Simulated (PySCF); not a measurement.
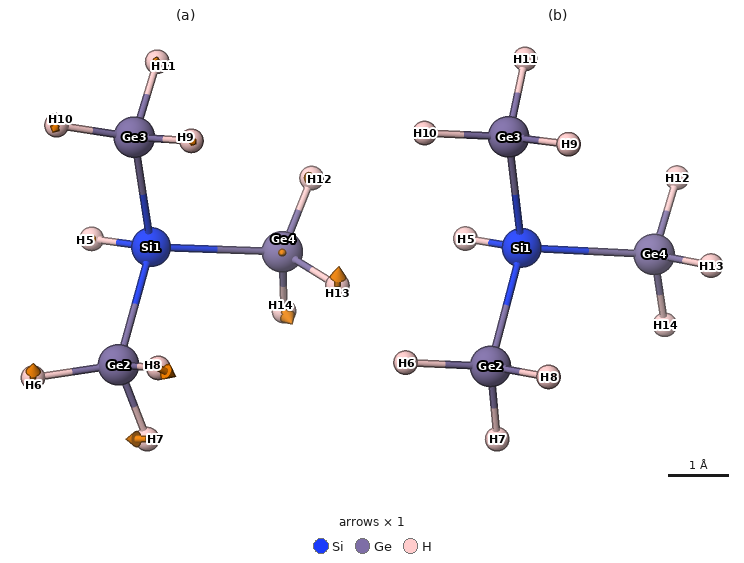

The structure of Ge₃SiH₁₀ before (left) and after (right) a relaxation, at one scale. The orange arrows give the displacements, at their true length.

A ball-and-stick model, seen from a free direction.

The start comes from GFN2-xTB. Its atoms were then displaced at random by about 0.03 Å.

Level of theory: PBE0-D3(BJ)/def2-SVP geometry optimisation, gas phase (PySCF). 

Summarise the run.

Answer. Over 12 geometry steps the energy falls by 12.1 kcal/mol. The atom that moves furthest after the best rigid fit is H7 (0.47 Å). By element the largest moves are H 0.47 Å, Ge 0.10 Å, Si 0.05 Å. Near-neighbour distances that change, for instance: Ge3–H10 1.425 → 1.541 Å, Si1–H5 1.434 → 1.498 Å, Ge2–H6 1.486 → 1.541 Å, Ge3–H11 1.500 → 1.540 Å. Bond angles that change, for instance: Si1–Ge3–H10 116.4° → 110.8°, H9–Ge3–H11 103.4° → 108.6°, H7–Ge2–H8 103.6° → 108.6°. Cost: 3.8 min on 1 thread of Arm Neoverse V1, with other jobs on the host.
